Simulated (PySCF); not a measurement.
Frequency calculation of B4

The run: frequency calculation of B4. Method and program: RKS-based PBE0, B def2-TZVP; non-relativistic Hamiltonian; density fitting (PySCF 2.14.0).

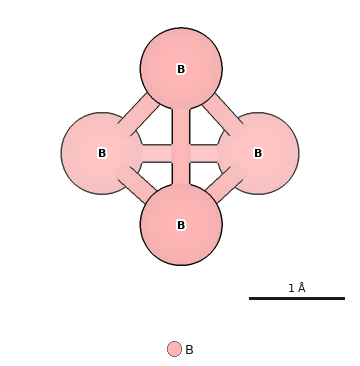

Figure 1. The structure as given in the input (ball-and-stick view, seen at an oblique angle). Bond lengths as drawn: B–B 1.64 to 1.68 Å.

## Summary

| quantity | value |
| --- | --- |
| outcome | converged |
| total energy | −98.859583 hartree |
| HOMO | −5.36 eV |
| LUMO | −4.18 eV |
| zero-point energy | 0.007245 hartree |
| dipole moment | 0.00 D |
| wavenumbers, lowest and highest | 1057i and 1051 cm⁻¹ |
| hardware | 4 threads of Arm Neoverse V1, 24 GiB of memory available, shared host |
| wall time | 19 s (CPU time 58 s) |
| peak memory | 1.3 GiB |

## Input file
```python
from pyscf import gto, scf, dft
mol = gto.M(atom='''
B      0.580338     0.608303     0.580328
B      0.580327    -0.608303    -0.580338
B     -0.580338     0.608303    -0.580327
B     -0.580328    -0.608303     0.580338''',
    basis={'B': 'def2-TZVP'},
    charge=0, spin=0)
mf = dft.RKS(mol, xc='PBE0')
mf.grids.atom_grid = (75, 302)
aux = {'B': 'def2-universal-JKFIT'}
mf = mf.density_fit(auxbasis=aux)
mf.conv_tol = 1e-09
mf.diis_space = 10
mf.max_cycle = 60
mf.verbose = 4
mf.kernel()
```

The script is an equivalent of the set-up of the self-consistent field. The run itself was carried out by a driver, which started from the orbitals of the step before it where there was one and computed the further properties.

Command:
```bash
OMP_NUM_THREADS=4 python axn.py task.json out
```

## The program's output
```
init E= -98.859582797052
  HOMO = -0.196958250868617  LUMO = -0.153549197775043  gap/eV = 1.18122
cycle= 1 E= -98.8595827968181  delta_E= 2.34e-10  |g|= 2.48e-05  |ddm|= 3.44e-05
  HOMO = -0.196958243585005  LUMO = -0.153549188128881  gap/eV = 1.18122
cycle= 2 E= -98.8595827929091  delta_E= 3.91e-09  |g|= 0.000101  |ddm|= 0.00014
  HOMO = -0.196958244587627  LUMO = -0.153549189690548  gap/eV = 1.18122
cycle= 3 E= -98.8595827970676  delta_E= -4.16e-09  |g|= 4.41e-08  |ddm|= 0.000113
  HOMO = -0.196958246218875  LUMO = -0.153549191874059  gap/eV = 1.18122
cycle= 4 E= -98.8595827970677  delta_E= -5.68e-14  |g|= 3.85e-08  |ddm|= 1.51e-07
  HOMO = -0.196958247265103  LUMO = -0.153549193214265  gap/eV = 1.18122
Extra cycle  E= -98.8595827970677  delta_E=    0  |g|= 3.56e-08  |ddm|= 3.5e-07
converged SCF energy = -98.8595827970677
```

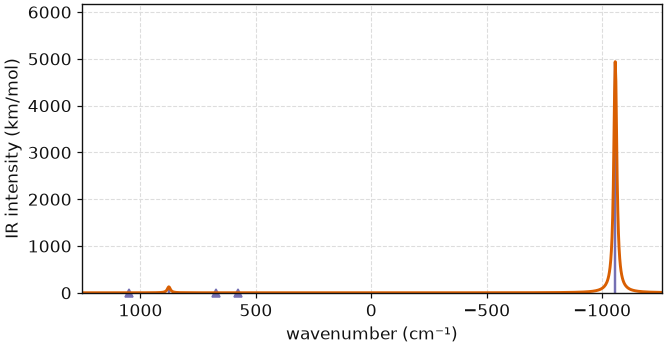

Figure 2. Harmonic infrared spectrum, unscaled: sticks (degenerate modes added up, dark ones marked on the axis) with a Lorentzian envelope of 16 cm⁻¹ full width, scaled to the tallest stick; imaginary modes are drawn at negative wavenumbers. 6 modes from 1057i to 1051 cm⁻¹, 2 imaginary beyond 8i (1057i, 1057i cm⁻¹): not a minimum. The strongest line is at 1057i cm⁻¹ (4940 km/mol). All modes, in cm⁻¹ (km/mol): 1057i (2470), 1057i (2470), 578 (0.0), 674 (0.0), 877 (128), 1051 (0.0).
